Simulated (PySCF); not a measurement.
SMILES CC(C)C[SiH2][SeH] at its GFN2-xTB optimised geometry (Å):

```
18

C      0.0966    -1.3329     1.1949
C      0.6291    -0.5503     0.0000
C      2.1559    -0.5503     0.0000
C      0.0973     0.8844     0.0000
Si    -1.7840     1.0333    -0.2137
Se    -2.3852    -0.5513    -1.7614
H     -0.9875    -1.4173     1.1482
H      0.3658    -0.8358     2.1252
H      0.5136    -2.3374     1.2082
H      0.2869    -1.0467    -0.9204
H      2.5378    -1.5685    -0.0241
H      2.5335    -0.0628     0.8973
H      2.5426    -0.0202    -0.8680
H      0.3917     1.3773     0.9280
H      0.5795     1.4354    -0.8108
H     -2.5426     0.7689     1.0102
H     -2.1617     2.3374    -0.7593
H     -3.7067    -0.0476    -1.9748
```

Calculation: PBE0/def2-SVP in PySCF. Cells within 0.4 Å of a nucleus heavier than hydrogen are left out (blank, or x).

Map of the log10 of the electron density (e/bohr³), floored at −4 on the plane z = 0.0 Å:

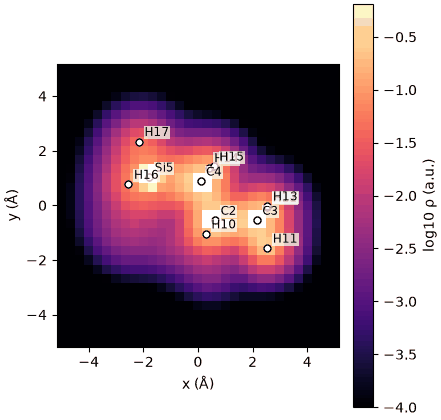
Log10 of the electron density (e/bohr³), floored at −4 on the plane z = 0.0 Å.
